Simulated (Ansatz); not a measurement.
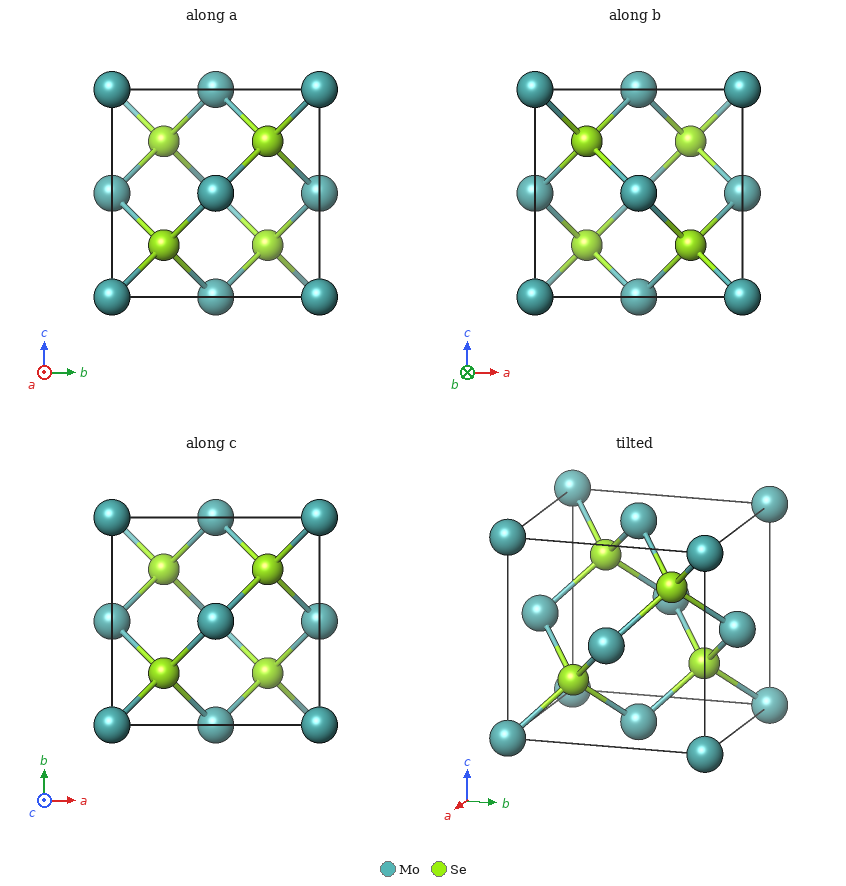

We look at a ball-and-stick model of the crystal along the a axis, along the b axis, along the c axis and slightly off an axis. The parallelepiped is the conventional unit cell.

Lattice parameters: a = 5.917 Å, b = 5.917 Å, c = 5.917 Å, α = 90.00°, β = 90.00°, γ = 90.00°.

Express the structure as a table of Wyckoff sites.

Space group F-43m (No. 216).
```csv
atom,site,x,y,z
Mo,4a,0.0000,0.0000,0.0000
Se,4d,0.2500,0.2500,0.7500
```

The model was built from a structure type filled with these elements by a generator (whether the compound takes this form wasn't checked). Earlier steps of the study, as a rule a relaxation of our own, may have changed the cell and positions, so they can lie some per cent off the listed ones. It was run through Ansatz as a DFT input.

At this level of theory the run's own cell isn't at rest (compressed, at 8 GPa), so its distances can differ from those at equilibrium, the more so the softer the solid.
